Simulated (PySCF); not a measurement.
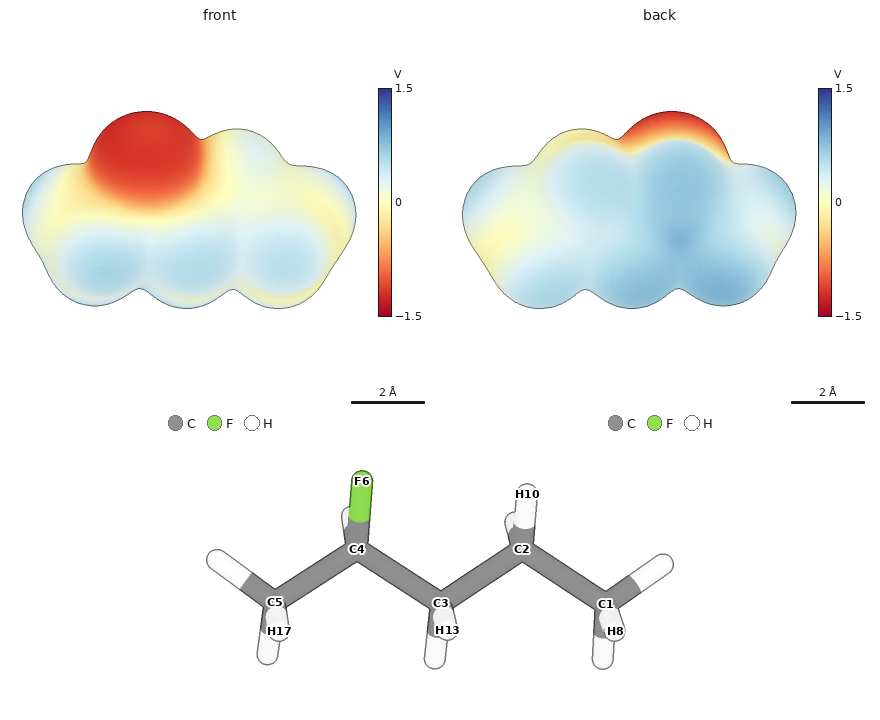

*C$_{5}$H$_{11}$F. The electrostatic potential painted on the density surface at 0.002 e/bohr³, seen from the front and from behind; the colour scale runs from red (negative) to blue (positive). The bare structure is drawn below in the same view.*

Geometry: GFN2-xTB, NEB image 0 of 0 to 8.

Theory: PBE0/pcSseg-1, SCF density, gas phase, non-relativistic in PySCF 2.14.0.

```
atom    x (Å)    y (Å)    z (Å)
   C   2.5124   0.0336  -0.2516
   C   1.2937  -0.1190   0.6493
   C  -0.0099   0.0691  -0.1257
   C  -1.2365  -0.0759   0.7701
   C  -2.5461   0.1494   0.0295
   F  -1.2527  -1.3568   1.3028
   H   3.4270  -0.1074   0.3192
   H   2.4910  -0.7025  -1.0523
   H   2.5367   1.0257  -0.6981
   H   1.2949  -1.1117   1.1033
   H   1.3422   0.6166   1.4561
   H  -0.0335   1.0620  -0.5784
   H  -0.0684  -0.6727  -0.9250
   H  -1.1591   0.5953   1.6364
   H  -2.5786   1.1610  -0.3643
   H  -3.3859   0.0024   0.7045
   H  -2.6343  -0.5572  -0.7925
```

Q: Which sites attract a positive test charge, and which a negative one?

A: A positive charge is drawn to the negative regions and a negative charge to the positive ones. The most negative region (about −1.2 V) lies over F6, the most positive (about +0.8 V) over C4 and H15.

Q: How polar is the molecule by this calculation?

A: Its dipole moment is 1.75 D.
